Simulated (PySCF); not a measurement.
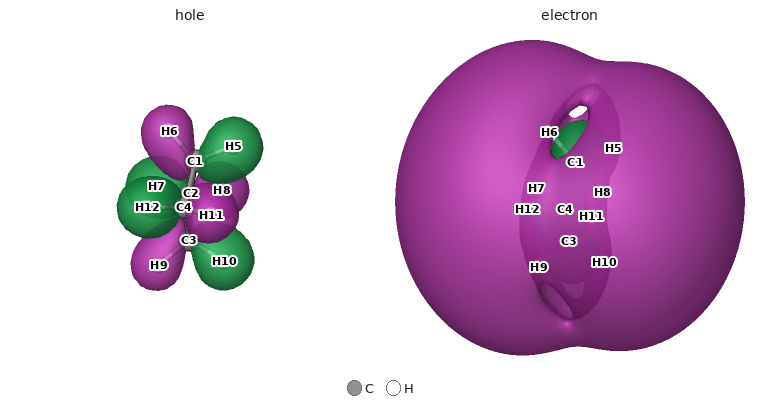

Figure. C4H8, SMILES `C1CCC1`. Leading natural transition orbital pair of S₃ (TDA singlet states); the surfaces enclose about 78 % of each orbital's density.

Computed with PySCF, PBE0/aug-cc-pVDZ, geometry: GFN2-xTB. No frequency check shows the geometry to be a minimum.

Input script:

```python
import numpy as np
from pyscf import gto, scf, dft, tdscf
from pyscf.scf import atom_ks, atom_hf
from scipy.linalg import block_diag

def solve(mol, dm0=None, hcore=None):
    mf = (dft.UKS if mol.spin else dft.RKS)(mol, xc='pbe0')
    mf.grids.level = 3
    mf = mf.density_fit(auxbasis='def2-universal-jkfit')
    mf.conv_tol, mf.max_cycle = 1e-8, 80
    if hcore is not None:
        mf.get_hcore = lambda *args: hcore
    mf.kernel(dm0)
    if not mf.converged:
        mf = mf.newton().run(mf.mo_coeff, mf.mo_occ, max_cycle=30)
    assert mf.converged, 'SCF not converged'
    return mf

mol = gto.M(atom='''
C      0.76554     0.76555     0.06440
C      0.76554    -0.76555    -0.06440
C     -0.76554    -0.76555     0.06440
C     -0.76554     0.76555    -0.06440
H      1.11174     1.11164     1.03619
H      1.30534     1.30511    -0.71115
H      1.11174    -1.11164    -1.03619
H      1.30534    -1.30511     0.71115
H     -1.30534    -1.30511    -0.71115
H     -1.11174    -1.11164     1.03619
H     -1.30534     1.30511     0.71115
H     -1.11174     1.11164    -1.03619
''', basis='aug-cc-pvdz', charge=0, spin=0, verbose=4)
mf = solve(mol)
td = mf.TDA()
td.nstates, td.singlet, td.conv_tol = 6, True, 1e-5
td.kernel()
td.analyze()
x, y = np.array([p[0] for p in td.xy]), np.array([p[1] + 0 * p[0] for p in td.xy])
f, mu = td.oscillator_strength(), td.transition_dipole()
nto = [td.get_nto(state=i + 1, verbose=4) for i in range(len(td.e))]
# spherically averaged free atoms, for the promolecule
atm = atom_ks.get_atm_nrks(mol, xc='pbe0')
pro = block_diag(*[(atm[a[0]][2] * atm[a[0]][3]) @ atm[a[0]][2].T for a in mol._atom])
np.savez('result.npz', e=td.e, f=f, ok=td.converged, w=[n[0] for n in nto], nto=[n[1] for n in nto], x=x, y=y, c=mf.mo_coeff, occ=mf.mo_occ, eps=mf.mo_energy, pro=pro, mu=mu)
```

Launched as:

```sh
OMP_NUM_THREADS=1 python input.py
```

The run took 6 min on 1 thread of Arm Neoverse V1 (shared host), peak memory 0.79 GiB.

Where does the state lie, and where do hole and electron sit?

7.55 eV (164 nm), f = 0.000 (dark), diffuse (Rydberg-like) orbital; the leading pair carries 99 %; hole on C1, C2, C3 and C4 (12 % each), H5, H7, H10 and H12 (7 % each) and H6, H8, H9 and H11 (5 % each), electron on H5, H6, H7, H8, H9, H10, H11 and H12 (8 % each) and C1, C2, C3 and C4 (8 % each) (atom shares of so diffuse an orbital are rough); their centroids lie 0.0 Å apart. In canonical orbitals it is mainly HOMO−2 → LUMO (98 %). The HOMO–LUMO gap is 8.47 eV.
